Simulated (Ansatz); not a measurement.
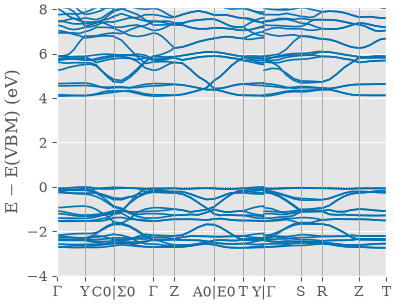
Fig. 1. Band structure from the program Ansatz at the r²SCAN level (PAW)

Problem. Read off the gap and where the band edges lie.

Solution. About 4.1 eV (4.09 eV by a search for the band edges); maximum at Y, minimum at Γ.

The material is Cs$_{2}$VHO$_{4}$ in space group Cmc2_1 (No. 36; Pearson symbol oS32).

The first step of the workflow began from a Materials Project structure, measured or hypothetical; the Crystallography Open Database copy checked does not list it. Whether it is the stable phase at ambient conditions was not checked. The cell was relaxed with r²SCAN under the symmetry of its start; its stability against distortions is not shown here. No spin polarisation was allowed. No Hubbard U is applied. Spin–orbit coupling is left out wherever it is not named.

Potentials: the later of the program's two PAW sets.
